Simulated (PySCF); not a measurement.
# B2H4F− (SMILES B[BH2-]F) at HSE12-D4/ANO-R1 (density fitting with def2-universal-jkfit, C-PCM cyclohexane)

Aim: the energy difference between two shapes of B2H4F− at HSE12-D4/ANO-R1 (density fitting with def2-universal-jkfit, C-PCM cyclohexane), from 2 runs. The job is set up through a Python script.

The results are computed with PySCF 2.14.0.

9 further runs of the same task are left out: 1 that didn't finish, 8 set aside as unsound or not needed.

## Step 1: The molecule

B2H4F−: 7 atoms, total charge -1, spin state singlet. As SMILES, `B[BH2-]F`. The coordinates come from a GFN2-xTB relaxation.

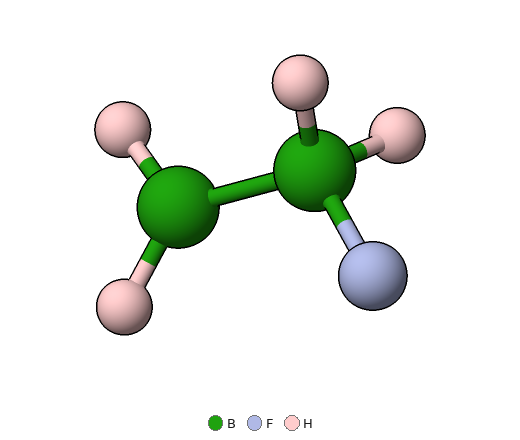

Viewed from a chosen angle; boron green, fluorine light blue, hydrogen pink.

## Step 2: A single-point energy at HSE12-D4/ANO-R1 (density fitting with def2-universal-jkfit, C-PCM cyclohexane)

calc.py reads:

```python
# B[BH2-]F
from pyscf import gto, dft, solvent

system = gto.Mole()
system.atom = '''
B       -0.557490      -0.547080      -0.606600
B        0.368860       0.392230       0.434760
F        1.833710       0.217080       0.299000
H       -1.752900      -0.488230      -0.588920
H       -0.165490      -1.324120      -1.424330
H        0.111990       0.150390       1.619360
H        0.161310       1.599740       0.266740
'''
system.spin = 0
system.max_memory = 1860
system.charge = -1
system.verbose = 4
system.basis = 'ano-r1'
system.build()

mf = dft.RKS(system)
mf.xc = 'hse12'
mf = mf.density_fit(auxbasis='def2-universal-jkfit')
mf = mf.PCM()
mf.with_solvent.method = 'C-PCM'
mf.with_solvent.eps = 2.0165
mf.disp = 'd4'
mf.kernel()

e_final = mf.e_tot
print(f'total energy: {e_final:.8f} hartree')
```

The run is started by

```
$ OMP_NUM_THREADS=1 python calc.py
```

Output:

```text
PySCF version 2.14.0

[INPUT] num. atoms = 7
[INPUT] num. electrons = 24
[INPUT] charge = -1
[INPUT] spin (= nelec alpha-beta = 2S) = 0
[INPUT] symmetry False subgroup None
[INPUT] Mole.unit = angstrom
[INPUT] Symbol           X                Y                Z      unit          X                Y                Z       unit  Magmom
[INPUT]  1 B     -0.557490000000  -0.547080000000  -0.606600000000 AA   -1.053503417184  -1.033831368227  -1.146307867161 Bohr   0.0
[INPUT]  2 B      0.368860000000   0.392230000000   0.434760000000 AA    0.697044378307   0.741207277838   0.821577329916 Bohr   0.0
[INPUT]  3 F      1.833710000000   0.217080000000   0.299000000000 AA    3.465209691876   0.410221747121   0.565028111245 Bohr   0.0
[INPUT]  4 H     -1.752900000000  -0.488230000000  -0.588920000000 AA   -3.312500923750  -0.922620985796  -1.112897509279 Bohr   0.0
[INPUT]  5 H     -0.165490000000  -1.324120000000  -1.424330000000 AA   -0.312730776354  -2.502224156059  -2.691593611002 Bohr   0.0
[INPUT]  6 H      0.111990000000   0.150390000000   1.619360000000 AA    0.211630428690   0.284195911873   3.060146897076 Bohr   0.0
[INPUT]  7 H      0.161310000000   1.599740000000   0.266740000000 AA    0.304831721154   3.023070470512   0.504065546466 Bohr   0.0

nuclear repulsion = 54.2463396677966
number of shells = 17
number of NR pGTOs = 229
number of NR cGTOs = 62
basis = ano-r1
ecp = {}

******** <class 'pyscf.solvent._attach_solvent.PCMDFRKS'> ********
method = PCMDFRKS
initial guess = minao
damping factor = 0
level_shift factor = 0
DIIS = <class 'pyscf.scf.diis.CDIIS'>
diis_start_cycle = 1
diis_space = 8
diis_damp = 0
SCF conv_tol = 1e-09
SCF conv_tol_grad = None
SCF max_cycles = 50
direct_scf = False
XC library pyscf.dft.libxc version 7.0.0
    S. Lehtola, C. Steigemann, M. J.T. Oliveira, and M. A.L. Marques.,  SoftwareX 7, 1–5 (2018)
XC functionals = hse12
radial grids:
    Treutler-Ahlrichs [JCP 102, 346 (1995); DOI:10.1063/1.469408] (M4) radial grids

becke partition: Becke, JCP 88, 2547 (1988); DOI:10.1063/1.454033
pruning grids: <function nwchem_prune>
grids dens level: 3
symmetrized grids: False
atomic radii adjust function: <function treutler_atomic_radii_adjust>
small_rho_cutoff = 0
******** <class 'pyscf.solvent.pcm.PCM'> (In testing) ********

WARN: PCM is an experimental feature. It is still in testing.
Features and APIs may be changed in the future.

lebedev_order = 29 (302 grids per sphere)
eps = 2.0165
frozen = False
Set gradient conv threshold to 3.16228e-05
Initial guess from minao.
tot grids = 81592
Create RSH-DF object <pyscf.df.df.DF object> for omega=-0.0978977840165
******** <class 'pyscf.df.df.DF'> ********
auxbasis = auxmol.basis = def2-universal-jkfit
PCM E_diel = -0.000107273280083329
Solvent Energy = -0.000107273280083329
Calc dispersion correction with DFTD4.
Parameters: xc=hse12, atm=True
init E= -151.653072235806
  HOMO = -0.315567999878267  LUMO = -0.123839069451725  gap/eV = 5.21721
PCM E_diel = -0.0519905119078155
Solvent Energy = -0.0519905119078155
cycle= 1 E= -151.804024359015  delta_E= -0.151  |g|= 0.634  |ddm|= 2.96
  HOMO = -0.0046560361897745  LUMO = 0.0914918721009332  gap/eV = 2.61632
PCM E_diel = -0.0450294318444587
Solvent Energy = -0.0450294318444587
cycle= 2 E= -151.758073391798  delta_E= 0.046  |g|= 0.875  |ddm|= 2.41
  HOMO = -0.107735554248765  LUMO = 0.0686496316703549  gap/eV = 4.79969
PCM E_diel = -0.0472439196035758
Solvent Energy = -0.0472439196035758
cycle= 3 E= -151.895357463862  delta_E= -0.137  |g|= 0.0777  |ddm|= 1.46
  HOMO = -0.128111496020322  LUMO = 0.0545705698915939  gap/eV = 4.97103
PCM E_diel = -0.0475747102100906
Solvent Energy = -0.0475747102100906
cycle= 4 E= -151.897031375005  delta_E= -0.00167  |g|= 0.0227  |ddm|= 0.128
  HOMO = -0.12506831761158  LUMO = 0.0563001921338717  gap/eV = 4.93529
PCM E_diel = -0.0474693287170664
Solvent Energy = -0.0474693287170664
cycle= 5 E= -151.897186836728  delta_E= -0.000155  |g|= 0.00227  |ddm|= 0.0317
  HOMO = -0.124967799953329  LUMO = 0.0567346379961888  gap/eV = 4.94438
PCM E_diel = -0.0474747757015127
Solvent Energy = -0.0474747757015127
cycle= 6 E= -151.897188208443  delta_E= -1.37e-06  |g|= 0.000463  |ddm|= 0.00344
  HOMO = -0.125015819850758  LUMO = 0.0566505280872756  gap/eV = 4.94339
PCM E_diel = -0.0474723706018696
Solvent Energy = -0.0474723706018696
cycle= 7 E= -151.897188266916  delta_E= -5.85e-08  |g|= 0.000147  |ddm|= 0.000864
  HOMO = -0.125013016836566  LUMO = 0.0566707073142489  gap/eV = 4.94387
PCM E_diel = -0.0474733215227827
Solvent Energy = -0.0474733215227827
cycle= 8 E= -151.897188270211  delta_E= -3.29e-09  |g|= 2.2e-05  |ddm|= 0.000245
  HOMO = -0.125014417606999  LUMO = 0.0566680037757048  gap/eV = 4.94383
PCM E_diel = -0.0474732532645323
Solvent Energy = -0.0474732532645323
cycle= 9 E= -151.897188275692  delta_E= -5.48e-09  |g|= 2.77e-06  |ddm|= 2.94e-05
  HOMO = -0.12501409856206  LUMO = 0.0566682266776479  gap/eV = 4.94383
PCM E_diel = -0.0474732424760532
Solvent Energy = -0.0474732424760532
cycle= 10 E= -151.897188275694  delta_E= -2.79e-12  |g|= 3.97e-07  |ddm|= 4.85e-06
  HOMO = -0.125014097091243  LUMO = 0.056668256442749  gap/eV = 4.94383
PCM E_diel = -0.0474732447658145
Solvent Energy = -0.0474732447658145
Extra cycle  E= -151.897188275695  delta_E= -2.27e-13  |g|= 4.39e-07  |ddm|= 1.07e-06
converged SCF energy = -151.897188275695
total energy: -151.89718828 hartree
```

Run time: 34 s. Hardware: 1 thread of AMD EPYC 7R43 (Zen 3), shared host; peak memory 0.38 GiB.

## Step 3: The distorted shape at the same level

input.py reads:

```python
from pyscf import gto, dft, solvent

mol = gto.M(
    atom='''
B   -0.553952  -0.478656  -0.566468
B    0.392663   0.394634   0.523749
F    1.733766   0.088086   0.386971
H   -1.735267  -0.756589  -0.430240
H   -0.164961  -1.290639  -1.367095
H   -0.025826   0.106247   1.622937
H    0.203020   1.613457   0.316755
''',
    verbose=4,
    basis='ano-r1',
    max_memory=1860,
    charge=-1,
    spin=0,
)

mf = dft.RKS(mol, xc='hse12')
mf = mf.density_fit(auxbasis='def2-universal-jkfit')
mf = mf.PCM()
mf.with_solvent.method = 'C-PCM'
mf.with_solvent.eps = 2.0165  # cyclohexane
mf.disp = 'd4'
mf.kernel()

energy = mf.e_tot
print('E(%s) = %.9f' % ('HSE12', energy))
```

The run is started by

```
$ OMP_NUM_THREADS=1 python input.py
```

Output:

```text
PySCF version 2.14.0

[INPUT] num. atoms = 7
[INPUT] num. electrons = 24
[INPUT] charge = -1
[INPUT] spin (= nelec alpha-beta = 2S) = 0
[INPUT] symmetry False subgroup None
[INPUT] Mole.unit = angstrom
[INPUT] Symbol           X                Y                Z      unit          X                Y                Z       unit  Magmom
[INPUT]  1 B     -0.553952000000  -0.478656000000  -0.566468000000 AA   -1.046817566155  -0.904528747880  -1.070469378330 Bohr   0.0
[INPUT]  2 B      0.392663000000   0.394634000000   0.523749000000 AA    0.742025529250   0.745750179442   0.989742168015 Bohr   0.0
[INPUT]  3 F      1.733766000000   0.088086000000   0.386971000000 AA    3.276342904083   0.166458415408   0.731269208149 Bohr   0.0
[INPUT]  4 H     -1.735267000000  -0.756589000000  -0.430240000000 AA   -3.279179382996  -1.429745998859  -0.813035767833 Bohr   0.0
[INPUT]  5 H     -0.164961000000  -1.290639000000  -1.367095000000 AA   -0.311731111234  -2.438954235683  -2.583435136262 Bohr   0.0
[INPUT]  6 H     -0.025826000000   0.106247000000   1.622937000000 AA   -0.048804066893   0.200777731557   3.066906447423 Bohr   0.0
[INPUT]  7 H      0.203020000000   1.613457000000   0.316755000000 AA    0.383652197809   3.048991843762   0.598580198587 Bohr   0.0

nuclear repulsion = 55.9324745072632
number of shells = 17
number of NR pGTOs = 229
number of NR cGTOs = 62
basis = ano-r1
ecp = {}

******** <class 'pyscf.solvent._attach_solvent.PCMDFRKS'> ********
method = PCMDFRKS
initial guess = minao
damping factor = 0
level_shift factor = 0
DIIS = <class 'pyscf.scf.diis.CDIIS'>
diis_start_cycle = 1
diis_space = 8
diis_damp = 0
SCF conv_tol = 1e-09
SCF conv_tol_grad = None
SCF max_cycles = 50
direct_scf = False
XC library pyscf.dft.libxc version 7.0.0
    S. Lehtola, C. Steigemann, M. J.T. Oliveira, and M. A.L. Marques.,  SoftwareX 7, 1–5 (2018)
XC functionals = hse12
radial grids:
    Treutler-Ahlrichs [JCP 102, 346 (1995); DOI:10.1063/1.469408] (M4) radial grids

becke partition: Becke, JCP 88, 2547 (1988); DOI:10.1063/1.454033
pruning grids: <function nwchem_prune>
grids dens level: 3
symmetrized grids: False
atomic radii adjust function: <function treutler_atomic_radii_adjust>
small_rho_cutoff = 0
******** <class 'pyscf.solvent.pcm.PCM'> (In testing) ********

WARN: PCM is an experimental feature. It is still in testing.
Features and APIs may be changed in the future.

lebedev_order = 29 (302 grids per sphere)
eps = 2.0165
frozen = False
Set gradient conv threshold to 3.16228e-05
[... 1 set-up line as earlier in the session ...]
tot grids = 81592
Create RSH-DF object <pyscf.df.df.DF object> for omega=-0.0978977840165
******** <class 'pyscf.df.df.DF'> ********
auxbasis = auxmol.basis = def2-universal-jkfit
PCM E_diel = -0.00010831111049438
Solvent Energy = -0.00010831111049438
Calc dispersion correction with DFTD4.
Parameters: xc=hse12, atm=True
init E= -151.742632915
  HOMO = -0.305016539054693  LUMO = -0.123771971238629  gap/eV = 4.93192
PCM E_diel = -0.0509316209203422
Solvent Energy = -0.0509316209203422
cycle= 1 E= -151.79795358992  delta_E= -0.0553  |g|= 0.617  |ddm|= 3.01
  HOMO = -0.00389830206058539  LUMO = 0.0978513759748858  gap/eV = 2.76875
PCM E_diel = -0.044962296156316
Solvent Energy = -0.044962296156316
cycle= 2 E= -151.759085967366  delta_E= 0.0389  |g|= 0.831  |ddm|= 2.46
  HOMO = -0.0966581103459911  LUMO = 0.0699708478579057  gap/eV = 4.53420
PCM E_diel = -0.0466374850023741
Solvent Energy = -0.0466374850023741
cycle= 3 E= -151.887835012935  delta_E= -0.129  |g|= 0.0736  |ddm|= 1.47
  HOMO = -0.116000602113242  LUMO = 0.0563715046816649  gap/eV = 4.69048
PCM E_diel = -0.046977354765297
Solvent Energy = -0.046977354765297
cycle= 4 E= -151.889216801842  delta_E= -0.00138  |g|= 0.0225  |ddm|= 0.122
  HOMO = -0.112738392507604  LUMO = 0.0582927612886541  gap/eV = 4.65399
PCM E_diel = -0.0468675939177595
Solvent Energy = -0.0468675939177595
cycle= 5 E= -151.889369999887  delta_E= -0.000153  |g|= 0.00235  |ddm|= 0.0337
  HOMO = -0.112649531631593  LUMO = 0.0586975263270655  gap/eV = 4.66259
PCM E_diel = -0.0468722561116905
Solvent Energy = -0.0468722561116905
cycle= 6 E= -151.889371513088  delta_E= -1.51e-06  |g|= 0.000481  |ddm|= 0.00375
  HOMO = -0.112696711890976  LUMO = 0.0586124340348713  gap/eV = 4.66156
PCM E_diel = -0.0468705213261146
Solvent Energy = -0.0468705213261146
cycle= 7 E= -151.889371626596  delta_E= -1.14e-07  |g|= 0.000137  |ddm|= 0.000912
  HOMO = -0.112692885227621  LUMO = 0.0586319908036925  gap/eV = 4.66199
PCM E_diel = -0.0468713146088367
Solvent Energy = -0.0468713146088367
cycle= 8 E= -151.889371600488  delta_E= 2.61e-08  |g|= 2.7e-05  |ddm|= 0.000255
  HOMO = -0.11269376080094  LUMO = 0.058628563030811  gap/eV = 4.66192
PCM E_diel = -0.0468712266712491
Solvent Energy = -0.0468712266712491
cycle= 9 E= -151.889371600814  delta_E= -3.26e-10  |g|= 5.76e-06  |ddm|= 5.43e-05
  HOMO = -0.112692919681962  LUMO = 0.0586290007364516  gap/eV = 4.66191
PCM E_diel = -0.0468712074936593
Solvent Energy = -0.0468712074936593
Extra cycle  E= -151.889371600828  delta_E= -1.48e-11  |g|= 4.24e-06  |ddm|= 1.69e-05
converged SCF energy = -151.889371600828
E(HSE12) = -151.889371601
```

Run time: 29 s. Hardware: 1 thread of AMD EPYC 7R43 (Zen 3), shared host; peak memory 0.38 GiB.

## Step 4: What came out

At HSE12-D4/ANO-R1 (density fitting with def2-universal-jkfit, C-PCM cyclohexane):

| quantity | value |
| --- | --- |
| first shape: total energy | -151.89719 Eh |
| first shape: HOMO energy | -3.40 eV |
| first shape: LUMO energy | 1.54 eV |
| first shape: HOMO–LUMO gap (to an unbound level, set by the basis) | 4.94 eV |
| first shape: dispersion energy | -6.55 kJ/mol |
| first shape: solvent term in the energy | -124.6 kJ/mol |
| distorted shape: total energy | -151.88937 Eh |
| distorted shape: HOMO energy | -3.07 eV |
| distorted shape: LUMO energy | 1.60 eV |
| distorted shape: HOMO–LUMO gap (to an unbound level, set by the basis) | 4.66 eV |
| distorted shape: dispersion energy | -6.60 kJ/mol |
| distorted shape: solvent term in the energy | -123.1 kJ/mol |
| energy change with the atoms displaced | 0.213 eV |

In words: With the atoms displaced the energy rises by 0.21 eV (4.9 kcal/mol). The first shape isn't relaxed at this level, so the change isn't measured from a minimum. The basis (first shape) was made for a relativistic Hamiltonian, but the run is non-relativistic. The basis (distorted shape) was made for a relativistic Hamiltonian, but the run is non-relativistic.
